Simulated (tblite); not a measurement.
# C7H10OSi2: geometry relaxation (part 2 of 2)

Continued. System: C7H10OSi2, SMILES C=C1[SiH2]C([SiH3])=C(C=O)C1=C. Method: GFN2-xTB geometry optimisation, gas phase (tblite 0.8.0). It belongs to a series of runs on one base structure; here: SiH2 inserted into a C-C bond.

Geometry of the input (Å):
```
C  -2.6892  -1.4127  0.0225
C  -1.4882  -0.8392  -0.0411
Si 0.1708  -1.7959  0.0900
C  1.1399  -0.1956  0.0676
Si 2.9170  -0.4444  0.2849
C  0.3430  0.8832  -0.0562
C  0.8831  2.2840  -0.0320
O  2.0624  2.5786  -0.2199
C  -1.1005  0.5781  -0.1667
C  -2.0343  1.5200  -0.4324
H  -2.8252  -2.4858  0.1321
H  -3.6173  -0.8347  -0.0308
H  0.2586  -2.5193  1.3855
H  0.4002  -2.6190  -1.1260
H  3.2361  -1.8553  0.5696
H  3.4214  0.3425  1.4429
H  3.6470  -0.0868  -0.9622
H  0.1428  3.0613  0.1908
H  -1.7954  2.5708  -0.5827
H  -3.0774  1.2810  -0.5390
```

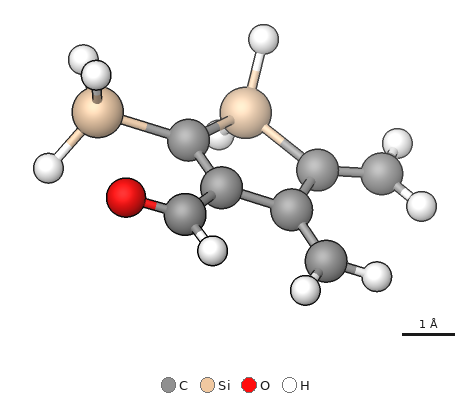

The geometry at step 50 of the log (ball-and-stick view, seen at a tilt).

**Trajectory as extended XYZ, continued**
```
20
Properties=species:S:1:pos:R:3:forces:R:3 step=30 energy=-748.60954
C    -2.7547   -1.3356    0.0227    0.0060   0.0060   0.0180
C    -1.5076   -0.8794   -0.0368    0.0260  -0.0040  -0.0110
Si    0.0714   -1.9167    0.0811    0.0530   0.0110   0.0190
C     1.1135   -0.3496    0.0995   -0.0020   0.0000   0.0050
Si    2.9846   -0.1410    0.2630   -0.0070  -0.0040   0.0030
C     0.3117    0.7397   -0.0271    0.0060   0.0000   0.0170
C     0.9558    2.0369   -0.0032   -0.0300  -0.0150  -0.0480
O     2.1651    2.1614    0.0019   -0.0380   0.0050   0.0180
C    -1.1389    0.5438   -0.1679    0.0220   0.0190   0.0050
C    -2.0087    1.5206   -0.4360    0.0190  -0.0040  -0.0160
H    -2.9523   -2.3890    0.1223   -0.0110  -0.0220  -0.0050
H    -3.6242   -0.6981   -0.0133   -0.0180   0.0080   0.0010
H     0.1721   -2.6666    1.3338   -0.0100  -0.0320  -0.0150
H     0.3121   -2.7509   -1.0989   -0.0120   0.0070   0.0300
H     3.4246   -1.5296    0.5282    0.0020  -0.0210  -0.0350
H     3.3759    0.6214    1.4430   -0.0140  -0.0070   0.0230
H     3.5507    0.2504   -1.0223    0.0110   0.0180  -0.0020
H     0.3127    2.9308    0.0246    0.0130   0.0010  -0.0110
H    -1.7115    2.5480   -0.5556   -0.0280  -0.0100   0.0010
H    -3.0575    1.3141   -0.5620    0.0120   0.0450   0.0010
20
Properties=species:S:1:pos:R:3:forces:R:3 step=33 energy=-748.61084
C    -2.7540   -1.3358    0.0254    0.0130  -0.0030  -0.0020
C    -1.5058   -0.8812   -0.0365   -0.0090   0.0240  -0.0010
Si    0.0755   -1.9183    0.0841   -0.0280   0.0110   0.0120
C     1.1151   -0.3518    0.1030    0.0180   0.0270   0.0100
Si    2.9862   -0.1391    0.2642    0.0060   0.0090  -0.0030
C     0.3124    0.7368   -0.0246   -0.0050   0.0130  -0.0300
C     0.9540    2.0342   -0.0093    0.0000   0.0160   0.0340
O     2.1630    2.1605    0.0039   -0.0070  -0.0020  -0.0040
C    -1.1376    0.5436   -0.1680    0.0030  -0.0080   0.0070
C    -2.0051    1.5226   -0.4383   -0.0070  -0.0150   0.0030
H    -2.9537   -2.3902    0.1221    0.0010   0.0120   0.0010
H    -3.6242   -0.6976   -0.0126    0.0170  -0.0070   0.0060
H     0.1682   -2.6725    1.3340   -0.0010  -0.0320  -0.0060
H     0.3088   -2.7503   -1.0979    0.0020  -0.0030   0.0190
H     3.4326   -1.5286    0.5197   -0.0040  -0.0010  -0.0320
H     3.3692    0.6188    1.4525   -0.0160  -0.0280  -0.0160
H     3.5465    0.2575   -1.0247    0.0030   0.0100   0.0380
H     0.3126    2.9291    0.0183   -0.0060  -0.0070  -0.0350
H    -1.7139    2.5520   -0.5561    0.0160  -0.0240   0.0030
H    -3.0550    1.3212   -0.5622    0.0050   0.0090  -0.0040
20
Properties=species:S:1:pos:R:3:forces:R:3 step=35 energy=-748.61156
C    -2.7530   -1.3362    0.0269   -0.0040   0.0030  -0.0120
C    -1.5050   -0.8808   -0.0365   -0.0090  -0.0120   0.0150
Si    0.0762   -1.9184    0.0872   -0.0260   0.0100   0.0080
C     1.1168   -0.3514    0.1059   -0.0140  -0.0050   0.0010
Si    2.9875   -0.1366    0.2646   -0.0090  -0.0190  -0.0010
C     0.3128    0.7360   -0.0256    0.0010   0.0020  -0.0070
C     0.9528    2.0330   -0.0104    0.0210   0.0160   0.0160
O     2.1616    2.1591    0.0059    0.0290   0.0090   0.0020
C    -1.1365    0.5433   -0.1677   -0.0200  -0.0170  -0.0080
C    -2.0031    1.5224   -0.4394   -0.0120   0.0010   0.0130
H    -2.9559   -2.3906    0.1220    0.0200   0.0260   0.0040
H    -3.6229   -0.6973   -0.0115    0.0200  -0.0060   0.0060
H     0.1654   -2.6800    1.3335    0.0000  -0.0150  -0.0110
H     0.3067   -2.7509   -1.0953    0.0070   0.0020   0.0170
H     3.4373   -1.5275    0.5114   -0.0080   0.0120  -0.0280
H     3.3638    0.6162    1.4566   -0.0020  -0.0180   0.0020
H     3.5444    0.2642   -1.0229    0.0150   0.0190   0.0180
H     0.3131    2.9278    0.0110   -0.0310   0.0160  -0.0290
H    -1.7139    2.5517   -0.5560    0.0460   0.0010  -0.0010
H    -3.0533    1.3267   -0.5629   -0.0240  -0.0270  -0.0050
20
Properties=species:S:1:pos:R:3:forces:R:3 step=38 energy=-748.61293
C    -2.7512   -1.3368    0.0280   -0.0170   0.0100  -0.0030
C    -1.5041   -0.8811   -0.0342    0.0060  -0.0030   0.0140
Si    0.0747   -1.9172    0.0943    0.0180  -0.0240  -0.0030
C     1.1172   -0.3505    0.1111   -0.0390  -0.0220  -0.0130
Si    2.9875   -0.1368    0.2653   -0.0230  -0.0080  -0.0040
C     0.3136    0.7364   -0.0276   -0.0040   0.0050   0.0380
C     0.9529    2.0348   -0.0119    0.0010  -0.0060  -0.0470
O     2.1617    2.1615    0.0094    0.0000   0.0200   0.0240
C    -1.1364    0.5418   -0.1682   -0.0020   0.0270  -0.0070
C    -2.0017    1.5222   -0.4396   -0.0100   0.0150   0.0050
H    -2.9559   -2.3892    0.1230    0.0210  -0.0250   0.0120
H    -3.6190   -0.6979   -0.0088   -0.0300   0.0310  -0.0060
H     0.1605   -2.6951    1.3308    0.0020   0.0100   0.0020
H     0.3042   -2.7501   -1.0874    0.0140  -0.0010  -0.0050
H     3.4445   -1.5267    0.4913   -0.0060  -0.0170  -0.0090
H     3.3534    0.6059    1.4651    0.0150  -0.0050   0.0250
H     3.5435    0.2783   -1.0161    0.0280   0.0310  -0.0140
H     0.3093    2.9282   -0.0067    0.0060   0.0020  -0.0080
H    -1.7067    2.5503   -0.5561    0.0310  -0.0040  -0.0050
H    -3.0531    1.3325   -0.5646   -0.0110  -0.0360   0.0030
20
Properties=species:S:1:pos:R:3:forces:R:3 step=41 energy=-748.61402
C    -2.7512   -1.3357    0.0285   -0.0040   0.0020   0.0140
C    -1.5036   -0.8804   -0.0308   -0.0140   0.0120  -0.0030
Si    0.0745   -1.9184    0.0991   -0.0130  -0.0080  -0.0120
C     1.1143   -0.3512    0.1136    0.0170   0.0110  -0.0030
Si    2.9852   -0.1378    0.2652    0.0090   0.0170  -0.0060
C     0.3131    0.7374   -0.0255   -0.0080  -0.0020  -0.0020
C     0.9525    2.0363   -0.0175   -0.0050  -0.0020  -0.0020
O     2.1608    2.1660    0.0139   -0.0230   0.0010   0.0120
C    -1.1370    0.5430   -0.1686    0.0020  -0.0050   0.0280
C    -2.0023    1.5236   -0.4392    0.0090  -0.0080  -0.0060
H    -2.9515   -2.3895    0.1253   -0.0030   0.0060   0.0090
H    -3.6190   -0.6951   -0.0077   -0.0110  -0.0050  -0.0110
H     0.1579   -2.7052    1.3292    0.0040   0.0150   0.0220
H     0.3051   -2.7496   -1.0822    0.0160  -0.0100  -0.0290
H     3.4471   -1.5289    0.4745   -0.0140  -0.0120  -0.0030
H     3.3479    0.5955    1.4741    0.0060  -0.0230  -0.0060
H     3.5472    0.2914   -1.0113    0.0040   0.0200   0.0180
H     0.3059    2.9283   -0.0214    0.0270  -0.0060  -0.0170
H    -1.6980    2.5490   -0.5570   -0.0220  -0.0030  -0.0080
H    -3.0540    1.3322   -0.5654    0.0230  -0.0010   0.0050
20
Properties=species:S:1:pos:R:3:forces:R:3 step=44 energy=-748.61481
C    -2.7531   -1.3343    0.0312   -0.0010   0.0010   0.0040
C    -1.5051   -0.8795   -0.0283    0.0040  -0.0220   0.0120
Si    0.0728   -1.9212    0.1003    0.0030   0.0190  -0.0090
C     1.1136   -0.3517    0.1145    0.0070  -0.0140  -0.0040
Si    2.9850   -0.1352    0.2641    0.0050  -0.0250   0.0030
C     0.3120    0.7369   -0.0237    0.0180  -0.0120  -0.0110
C     0.9513    2.0353   -0.0215    0.0060   0.0020   0.0350
O     2.1588    2.1671    0.0209    0.0240  -0.0230  -0.0010
C    -1.1373    0.5432   -0.1648    0.0010  -0.0170  -0.0020
C    -2.0010    1.5237   -0.4397    0.0090  -0.0060   0.0040
H    -2.9506   -2.3889    0.1285   -0.0180   0.0210   0.0060
H    -3.6210   -0.6932   -0.0086    0.0040  -0.0250   0.0000
H     0.1564   -2.7100    1.3313    0.0000   0.0360  -0.0100
H     0.3081   -2.7519   -1.0831    0.0020   0.0130   0.0030
H     3.4463   -1.5304    0.4623   -0.0190   0.0200  -0.0090
H     3.3460    0.5869    1.4794    0.0080  -0.0160   0.0030
H     3.5513    0.3065   -1.0058    0.0010   0.0160   0.0110
H     0.3087    2.9280   -0.0354   -0.0230   0.0190  -0.0250
H    -1.6954    2.5480   -0.5591   -0.0240   0.0120  -0.0090
H    -3.0518    1.3316   -0.5654   -0.0060   0.0030  -0.0020
20
Properties=species:S:1:pos:R:3:forces:R:3 step=47 energy=-748.61582
C    -2.7547   -1.3330    0.0358    0.0060  -0.0100  -0.0070
C    -1.5063   -0.8804   -0.0230    0.0140   0.0050   0.0100
Si    0.0712   -1.9223    0.1010    0.0270   0.0080  -0.0020
C     1.1140   -0.3535    0.1153   -0.0050   0.0010  -0.0120
Si    2.9848   -0.1362    0.2633   -0.0010   0.0030   0.0060
C     0.3133    0.7356   -0.0224    0.0020   0.0090   0.0160
C     0.9509    2.0359   -0.0233    0.0080  -0.0060  -0.0040
O     2.1579    2.1683    0.0303    0.0130  -0.0200   0.0140
C    -1.1363    0.5414   -0.1598    0.0100   0.0180  -0.0440
C    -1.9977    1.5224   -0.4397   -0.0190   0.0060   0.0030
H    -2.9522   -2.3862    0.1349   -0.0240  -0.0280   0.0060
H    -3.6238   -0.6953   -0.0099   -0.0050   0.0090   0.0110
H     0.1536   -2.7105    1.3328    0.0030   0.0340  -0.0160
H     0.3125   -2.7512   -1.0836   -0.0100   0.0210   0.0170
H     3.4443   -1.5318    0.4409    0.0020  -0.0210  -0.0070
H     3.3423    0.5674    1.4893    0.0110  -0.0020   0.0190
H     3.5557    0.3313   -0.9944    0.0040   0.0060  -0.0050
H     0.3089    2.9301   -0.0614   -0.0080  -0.0210  -0.0050
H    -1.6949    2.5472   -0.5636   -0.0070  -0.0040   0.0000
H    -3.0485    1.3314   -0.5655   -0.0190  -0.0070   0.0000
20
Properties=species:S:1:pos:R:3:forces:R:3 step=50 energy=-748.61657
C    -2.7546   -1.3336    0.0377    0.0020  -0.0080   0.0010
C    -1.5058   -0.8801   -0.0192   -0.0140   0.0090  -0.0290
Si    0.0734   -1.9200    0.1000   -0.0140   0.0160   0.0020
C     1.1148   -0.3530    0.1133    0.0110   0.0280   0.0010
Si    2.9853   -0.1383    0.2636    0.0110   0.0140   0.0060
C     0.3141    0.7364   -0.0204   -0.0180   0.0060  -0.0170
C     0.9513    2.0364   -0.0236    0.0140  -0.0070  -0.0170
O     2.1583    2.1675    0.0362   -0.0090   0.0040   0.0220
C    -1.1353    0.5422   -0.1619   -0.0200  -0.0030   0.0050
C    -1.9987    1.5221   -0.4395   -0.0140  -0.0030  -0.0110
H    -2.9551   -2.3871    0.1397    0.0020   0.0030   0.0030
H    -3.6255   -0.6970   -0.0096    0.0240   0.0040   0.0110
H     0.1542   -2.7027    1.3325    0.0120   0.0020   0.0190
H     0.3151   -2.7473   -1.0830   -0.0070  -0.0020  -0.0110
H     3.4397   -1.5374    0.4293    0.0070  -0.0130  -0.0100
H     3.3439    0.5542    1.4965    0.0040  -0.0050   0.0060
H     3.5602    0.3430   -0.9878   -0.0030  -0.0080   0.0060
H     0.3070    2.9290   -0.0750    0.0250  -0.0260   0.0050
H    -1.6980    2.5472   -0.5667   -0.0050  -0.0020   0.0040
H    -3.0495    1.3292   -0.5652   -0.0080  -0.0070   0.0020
20
Properties=species:S:1:pos:R:3:forces:R:3 step=53 energy=-748.61715
C    -2.7547   -1.3349    0.0397   -0.0040   0.0080   0.0030
C    -1.5068   -0.8794   -0.0195    0.0040  -0.0160  -0.0200
Si    0.0736   -1.9170    0.1004    0.0010  -0.0080   0.0030
C     1.1159   -0.3504    0.1123   -0.0100  -0.0150   0.0070
Si    2.9872   -0.1373    0.2648   -0.0040  -0.0180   0.0060
C     0.3127    0.7372   -0.0213    0.0080  -0.0070  -0.0300
C     0.9528    2.0346   -0.0265    0.0010   0.0060   0.0060
O     2.1590    2.1659    0.0466    0.0020  -0.0030   0.0130
C    -1.1370    0.5426   -0.1632   -0.0040  -0.0050   0.0050
C    -2.0014    1.5216   -0.4410    0.0000  -0.0050  -0.0060
H    -2.9583   -2.3876    0.1442    0.0200   0.0080  -0.0010
H    -3.6238   -0.6966   -0.0074    0.0010   0.0080   0.0100
H     0.1556   -2.6980    1.3345    0.0110   0.0050   0.0090
H     0.3156   -2.7449   -1.0829   -0.0090   0.0010  -0.0020
H     3.4381   -1.5421    0.4153    0.0000   0.0280  -0.0100
H     3.3449    0.5427    1.5048    0.0040  -0.0070   0.0050
H     3.5639    0.3558   -0.9811    0.0000  -0.0110   0.0040
H     0.3097    2.9251   -0.0890    0.0030   0.0280  -0.0020
H    -1.7003    2.5464   -0.5687   -0.0110   0.0040   0.0030
H    -3.0518    1.3269   -0.5650   -0.0110   0.0000  -0.0020
20
Properties=species:S:1:pos:R:3:forces:R:3 step=56 energy=-748.61763
C    -2.7549   -1.3348    0.0419    0.0060   0.0080  -0.0020
C    -1.5070   -0.8806   -0.0227    0.0110   0.0090   0.0140
Si    0.0734   -1.9161    0.1015    0.0070  -0.0220   0.0000
C     1.1156   -0.3500    0.1129   -0.0080  -0.0080  -0.0060
Si    2.9874   -0.1386    0.2669   -0.0190   0.0180  -0.0010
C     0.3126    0.7370   -0.0263    0.0020   0.0050   0.0090
C     0.9541    2.0343   -0.0291   -0.0100   0.0070   0.0020
O     2.1595    2.1652    0.0578   -0.0060  -0.0090   0.0090
C    -1.1384    0.5420   -0.1641    0.0220   0.0040  -0.0440
C    -2.0036    1.5202   -0.4432   -0.0020  -0.0010   0.0060
H    -2.9576   -2.3870    0.1484    0.0080  -0.0080  -0.0030
H    -3.6225   -0.6952   -0.0037   -0.0150   0.0090   0.0100
H     0.1579   -2.6936    1.3379    0.0070   0.0030   0.0020
H     0.3141   -2.7422   -1.0830   -0.0050  -0.0070   0.0010
H     3.4390   -1.5425    0.3999    0.0080  -0.0070   0.0000
H     3.3445    0.5294    1.5137    0.0000  -0.0080   0.0010
H     3.5656    0.3663   -0.9737    0.0000  -0.0080   0.0010
H     0.3130    2.9259   -0.1030    0.0020   0.0180   0.0000
H    -1.7033    2.5456   -0.5700   -0.0130  -0.0050   0.0020
H    -3.0547    1.3251   -0.5651    0.0060   0.0020  -0.0010
20
Properties=species:S:1:pos:R:3:forces:R:3 step=59 energy=-748.61799
C    -2.7544   -1.3338    0.0429    0.0060   0.0020   0.0020
C    -1.5061   -0.8805   -0.0248   -0.0010   0.0070   0.0020
Si    0.0742   -1.9169    0.1014   -0.0080   0.0060  -0.0040
C     1.1146   -0.3499    0.1119    0.0000   0.0110  -0.0090
Si    2.9859   -0.1386    0.2685   -0.0020   0.0030  -0.0030
C     0.3125    0.7376   -0.0301   -0.0070   0.0060   0.0070
C     0.9538    2.0352   -0.0296    0.0030   0.0020   0.0020
O     2.1590    2.1633    0.0657   -0.0050   0.0030   0.0050
C    -1.1378    0.5420   -0.1704   -0.0020  -0.0020  -0.0080
C    -2.0059    1.5190   -0.4445    0.0040   0.0010  -0.0030
H    -2.9552   -2.3868    0.1502   -0.0010   0.0120   0.0000
H    -3.6225   -0.6934    0.0004    0.0070  -0.0130   0.0050
H     0.1621   -2.6880    1.3413    0.0040  -0.0060   0.0010
H     0.3124   -2.7414   -1.0840    0.0000  -0.0180  -0.0010
H     3.4387   -1.5436    0.3929    0.0010  -0.0030   0.0050
H     3.3464    0.5213    1.5185   -0.0060  -0.0040   0.0000
H     3.5671    0.3680   -0.9699   -0.0040   0.0010  -0.0010
H     0.3156    2.9291   -0.1084    0.0050  -0.0070   0.0010
H    -1.7086    2.5451   -0.5703   -0.0020   0.0040  -0.0010
H    -3.0570    1.3231   -0.5650    0.0090  -0.0050   0.0010
20
Properties=species:S:1:pos:R:3:forces:R:3 step=62 energy=-748.61808
C    -2.7538   -1.3333    0.0437   -0.0010   0.0000   0.0030
C    -1.5059   -0.8799   -0.0247    0.0030  -0.0020  -0.0070
Si    0.0737   -1.9170    0.1012    0.0080  -0.0010  -0.0040
C     1.1142   -0.3494    0.1108    0.0000  -0.0050  -0.0040
Si    2.9853   -0.1380    0.2684    0.0030  -0.0080   0.0000
C     0.3120    0.7382   -0.0300    0.0060  -0.0010  -0.0050
C     0.9539    2.0352   -0.0296    0.0010   0.0010   0.0050
O     2.1588    2.1630    0.0689    0.0040   0.0020   0.0040
C    -1.1376    0.5420   -0.1721    0.0000   0.0080   0.0110
C    -2.0057    1.5190   -0.4451   -0.0010   0.0040  -0.0050
H    -2.9552   -2.3857    0.1510    0.0020  -0.0060   0.0040
H    -3.6222   -0.6940    0.0019   -0.0050   0.0030   0.0020
H     0.1629   -2.6884    1.3416    0.0020   0.0020  -0.0100
H     0.3119   -2.7435   -1.0837   -0.0030  -0.0080   0.0090
H     3.4391   -1.5435    0.3905   -0.0030   0.0050   0.0030
H     3.3455    0.5185    1.5201   -0.0060  -0.0020   0.0020
H     3.5671    0.3706   -0.9687   -0.0040   0.0020  -0.0030
H     0.3168    2.9292   -0.1114   -0.0040   0.0030   0.0000
H    -1.7095    2.5454   -0.5706    0.0010   0.0060  -0.0020
H    -3.0565    1.3223   -0.5651   -0.0040  -0.0050  -0.0030
20
Properties=species:S:1:pos:R:3:forces:R:3 step=65 energy=-748.61819
C    -2.7528   -1.3326    0.0454   -0.0040  -0.0030  -0.0010
C    -1.5051   -0.8792   -0.0264   -0.0030   0.0020   0.0020
Si    0.0743   -1.9167    0.0999    0.0000  -0.0030  -0.0040
C     1.1139   -0.3489    0.1082    0.0070  -0.0060   0.0000
Si    2.9847   -0.1388    0.2685    0.0010   0.0100   0.0000
C     0.3121    0.7391   -0.0313    0.0070  -0.0040  -0.0010
C     0.9545    2.0360   -0.0289   -0.0010   0.0000  -0.0020
O     2.1590    2.1635    0.0749    0.0040   0.0020   0.0030
C    -1.1375    0.5432   -0.1732    0.0060   0.0020   0.0010
C    -2.0058    1.5197   -0.4472   -0.0030  -0.0010   0.0050
H    -2.9543   -2.3848    0.1533    0.0060  -0.0120   0.0040
H    -3.6222   -0.6947    0.0050   -0.0030   0.0120   0.0020
H     0.1651   -2.6874    1.3407    0.0010   0.0060  -0.0070
H     0.3102   -2.7483   -1.0819   -0.0020  -0.0040   0.0040
H     3.4399   -1.5431    0.3868   -0.0010  -0.0110   0.0010
H     3.3426    0.5123    1.5238   -0.0050   0.0010   0.0000
H     3.5655    0.3746   -0.9672   -0.0010   0.0020  -0.0010
H     0.3180    2.9298   -0.1161   -0.0040   0.0040   0.0040
H    -1.7110    2.5469   -0.5714   -0.0020  -0.0040  -0.0030
H    -3.0563    1.3200   -0.5658   -0.0030   0.0060  -0.0070
20
Properties=species:S:1:pos:R:3:forces:R:3 step=68 energy=-748.61826
C    -2.7527   -1.3326    0.0457    0.0000   0.0000   0.0010
C    -1.5050   -0.8786   -0.0272   -0.0020  -0.0010   0.0030
Si    0.0747   -1.9164    0.0981   -0.0070   0.0030  -0.0020
C     1.1145   -0.3489    0.1065   -0.0020   0.0020  -0.0010
Si    2.9849   -0.1390    0.2684    0.0020  -0.0040   0.0000
C     0.3128    0.7394   -0.0321   -0.0020   0.0010   0.0000
C     0.9547    2.0366   -0.0281    0.0030   0.0000   0.0000
O     2.1592    2.1641    0.0761   -0.0020   0.0030   0.0000
C    -1.1371    0.5440   -0.1738   -0.0020  -0.0070  -0.0020
C    -2.0063    1.5201   -0.4476    0.0020  -0.0040   0.0040
H    -2.9527   -2.3855    0.1541    0.0030   0.0060   0.0010
H    -3.6223   -0.6942    0.0066    0.0060  -0.0030   0.0030
H     0.1668   -2.6856    1.3393    0.0000   0.0020   0.0010
H     0.3093   -2.7514   -1.0810    0.0000  -0.0030  -0.0040
H     3.4390   -1.5442    0.3889   -0.0020   0.0010  -0.0020
H     3.3417    0.5120    1.5239   -0.0020   0.0030   0.0020
H     3.5647    0.3730   -0.9683    0.0020   0.0030   0.0000
H     0.3177    2.9307   -0.1139    0.0010  -0.0040   0.0040
H    -1.7125    2.5476   -0.5719   -0.0010  -0.0050  -0.0030
H    -3.0566    1.3193   -0.5669    0.0020   0.0070  -0.0050
```

**Summary**

```json
{"quantity": "outcome", "value": "converged"}
{"quantity": "total energy", "value": "−748.6183 eV"}
{"quantity": "hardware", "value": "1 CPU thread, shared host"}
{"quantity": "wall time", "value": "1.2 s"}
{"quantity": "peak memory", "value": "0.18 GiB"}
```
